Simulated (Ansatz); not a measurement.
```xyz
12

O    -1.8001   -1.3898   -0.2916
C    -0.6614   -0.7483    0.2812
O     0.5689   -1.4220    0.0354
F    -0.9376   -0.8846    1.7055
N    -0.4834    0.5742   -0.1367
Si    1.1451    1.3627   -0.1614
H    -1.7075   -1.3225   -1.2750
H     0.5792   -2.2561    0.5658
H    -1.3302    1.1382   -0.1546
H     0.8144    2.8295   -0.3474
H     1.9911    0.8951   -1.3211
H     1.8987    1.1683    1.1339
```

Level of theory: RKS PBE-D4/6-31G (Ansatz 0.2.0).

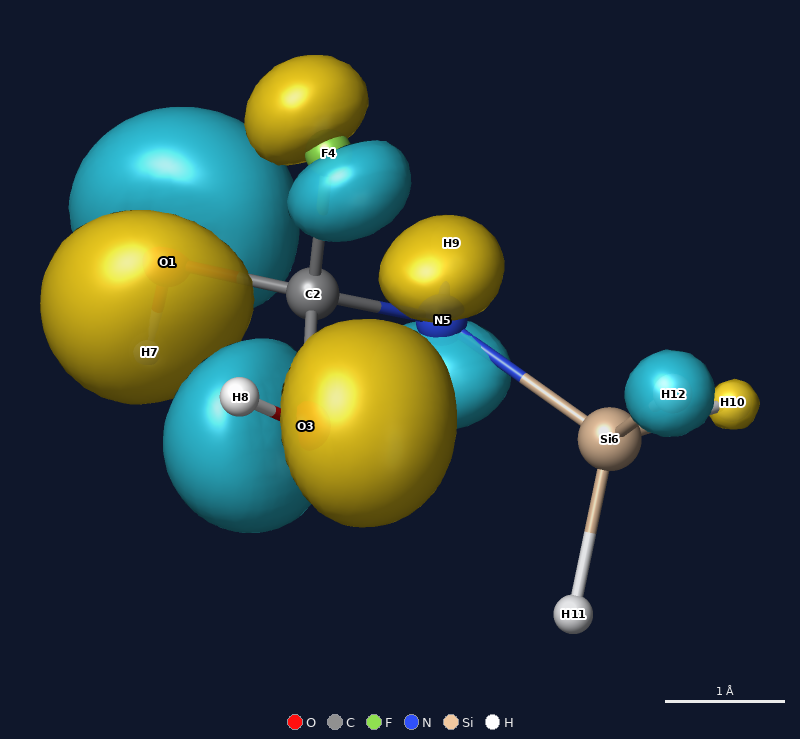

CH6FNO2Si (SMILES OC(O)(F)N[SiH3]). The HOMO−1 at ±0.1 Å⁻³ᐟ² (yellow and cyan are the two phases), seen at an oblique angle.

Q: What is the character of this orbital?

A: Its weight (Hirshfeld) is mainly on O1 (about 45 %) and O3 (about 30 %); largely a combination of lone pairs on O1 and O3. Its energy is −6.83 eV.
